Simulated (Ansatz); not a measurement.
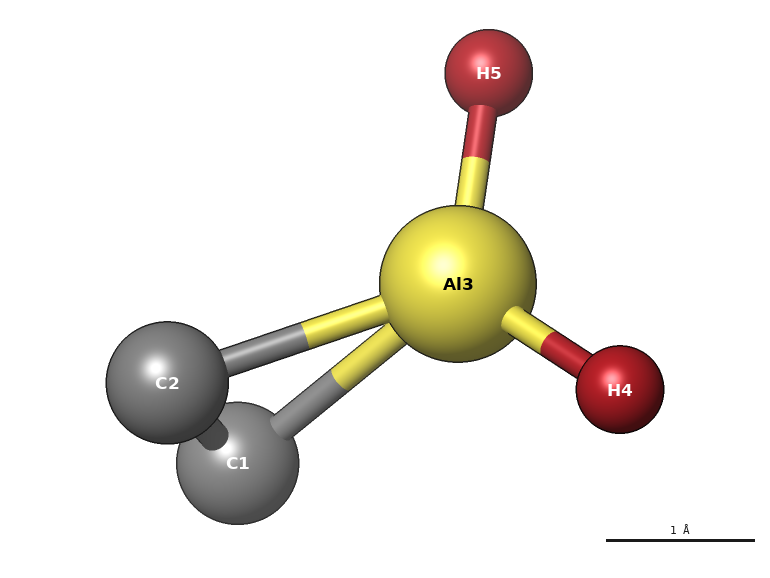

The atoms are numbered. State: neutral, doublet. Computed geometry: PBE0-D4/def2-TZVP optimisation. No frequency run is at hand to confirm it as a minimum.

List the bonds and their lengths.

| bond | length (Å) |
| --- | --- |
| C1–C2 | 1.254 |
| C1–Al3 | 2.092 |
| C2–Al3 | 2.086 |
| Al3–H4 | 1.578 |
| Al3–H5 | 1.578 |
